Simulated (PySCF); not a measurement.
**SmI2: other functionals and bases at one geometry**

How far do other levels of theory move the description of SmI2, and what does each cost? The species was built from a template and needn't be a known compound.

Method: several levels, as the steps say, no spin–orbit coupling; program: PySCF 2.14.0.

1 further run of the same task is left out (for a known fault of the program).

## Step 1: Where the work starts

3 atoms, charge 0, spin multiplicity 1.

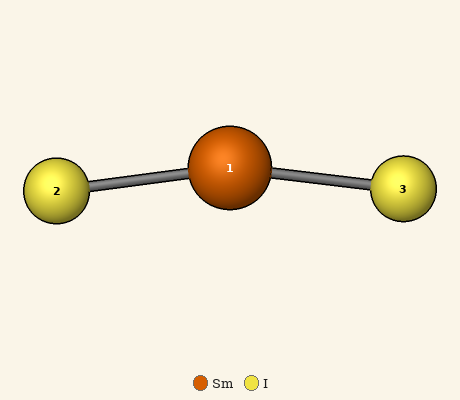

The structure; samarium orange, iodine yellow; atoms are numbered from 1 in the order of the file.

Coordinates:

```xyz
3
charge 0, multiplicity 1
Sm    0.0000    0.0000   -0.2005
I     3.0068    0.0000    0.1794
I    -3.0068    0.0000    0.1794
```

Formal oxidation states: Sm +2. Each metal's 6 4f electrons lie in its core potential, so multiplicities, spins and levels count the valence alone. An earlier session relaxed this geometry at PBE0, Sm lcecp-0-SVP with ECP52, I def2-SVP with ECP28 (singlet, point group C2v).

At PBE0 on the finer grid: E = -624.436556 Eh, frontier levels not given, since the 4f levels lie in the core, Mulliken charge on Sm1 +0.82 e, largest force component 0.011 eV/Å. 

Levels to run: r2SCAN; HF; PBE0, TZVP. Hardware: 2 threads of Intel Xeon Platinum 8259CL at 2.50GHz (Skylake/Cascade Lake), shared host.

## Step 2: r2SCAN

Input file run.py (the lines that set the calculation):

```python
mol = gto.M(atom='''
Sm     0.00000     0.00000    -0.20051
I      3.00684     0.00000     0.17937
I     -3.00684     0.00000     0.17937''',
    basis={'Sm': 'lcecp-0-SVP', 'I': 'def2-SVP'},
    ecp={'Sm': 'lcecp-0-SVP', 'I': 'def2-SVP'},
    charge=0, spin=0)
mf = dft.RKS(mol, xc='R2SCAN')
mf.grids.atom_grid = (75, 302)  # f atoms: unpruned, at least (60, 302)
mf = mf.density_fit()  # fitting sets: Sm AutoAux, I def2-universal-JKFIT
mf.conv_tol = 1e-08; mf.max_cycle = 55
mf.kernel(dm0)  # dm0: the density of the relaxed state
```

On the command line:

```console
$ OMP_NUM_THREADS=2 python run.py
```

## Step 3: HF

Changes to run.py (the lines that set the calculation) since step 2:

```diff
@@ -7,4 +7,3 @@
     charge=0, spin=0)
-mf = dft.RKS(mol, xc='R2SCAN')
-mf.grids.atom_grid = (75, 302)  # f atoms: unpruned, at least (60, 302)
+mf = scf.RHF(mol)
 mf = mf.density_fit()  # fitting sets: Sm AutoAux, I def2-universal-JKFIT
```

## Step 4: PBE0, TZVP

Basis: Sm lcecp-0-TZVP with ECP52, I def2-TZVP with ECP28. 

Input file run.py (the lines that set the calculation):

```python
mol = gto.M(atom='''
Sm     0.00000     0.00000    -0.20051
I      3.00684     0.00000     0.17937
I     -3.00684     0.00000     0.17937''',
    basis={'Sm': 'lcecp-0-TZVP', 'I': 'def2-TZVP'},
    ecp={'Sm': 'lcecp-0-TZVP', 'I': 'def2-TZVP'},
    charge=0, spin=0)
mf = dft.RKS(mol, xc='PBE0')
mf.grids.atom_grid = (75, 302)  # f atoms: unpruned, at least (60, 302)
mf = mf.density_fit()  # fitting sets: Sm AutoAux, I def2-universal-JKFIT
mf.conv_tol = 1e-08; mf.max_cycle = 55
mf.kernel(dm0)  # dm0: free metal ions and neutral atoms
```

What does the calculation give? Wanted: for each run, charge on Sm1; dipole; largest force.

**Answer**, as computed:

| level | state | charge on Sm1 (e) | dipole (D) | largest force (eV/Å) | basis functions | time |
| --- | --- | --- | --- | --- | --- | --- |
| PBE0 (relaxed here) | singlet | 0.82 | 2.13 | 0.01 | 83 | 10 s |
| r2SCAN | singlet | 0.82 | 2.15 | 0.05 | 83 | 7.2 s |
| HF | singlet | 1.05 | 2.35 | 0.47 | 83 | 4.4 s |
| PBE0, TZVP | singlet | 1.14 | 2.10 | 0.03 | 147 | 15 s |

Times are on 2 threads of Intel Xeon Platinum 8259CL at 2.50GHz (Skylake/Cascade Lake), shared host; the first row also made further properties.

The largest leftover force, 0.47 eV/Å with HF, stands at a geometry relaxed at another level. The Mulliken charge on Sm spans +0.82 to +1.14 e over the levels. With 4f in the core, its levels are missing from HOMO and gap. Total energies of different levels can't be compared. Spin–orbit coupling is left out throughout.
